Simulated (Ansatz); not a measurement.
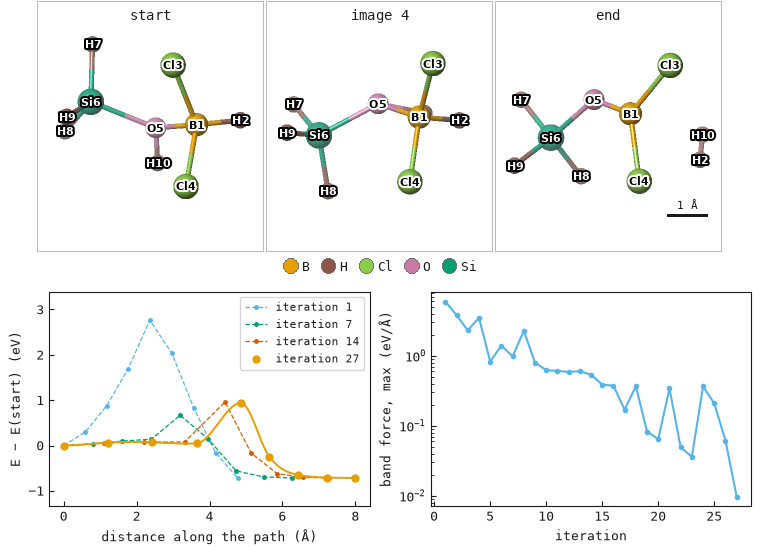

A search for the minimum-energy path of BSiH5OCl2 by the nudged elastic band. Images are numbered from 0 (start) to 8 (end). The plot follows the band through its iterations. Style: ball-and-stick. Shown at a tilt.

These are results of RKS PBE-D4/def2-SVP in Ansatz, not measurements. Set-up: 7 movable images; climbing image; force threshold 0.03 eV/Å; iteration limit 60; starting path through a guess of the saddle point.

Question: Did the band converge, and can the barrier be trusted?

Answer: The run is converged, with reservations. The band converged in 27 iterations. The largest component of the band force went from 6 to 0.0097 eV/Å. The climbing image converged on the top of the path. Its vibrational analysis gives one imaginary mode (1248i cm⁻¹), as a transition state must have. The first iteration put the highest image at 2.76 eV. The energy climbs by 0.94 eV to image 4 and then falls by 1.66 eV, so the end point sits at −0.71 eV.
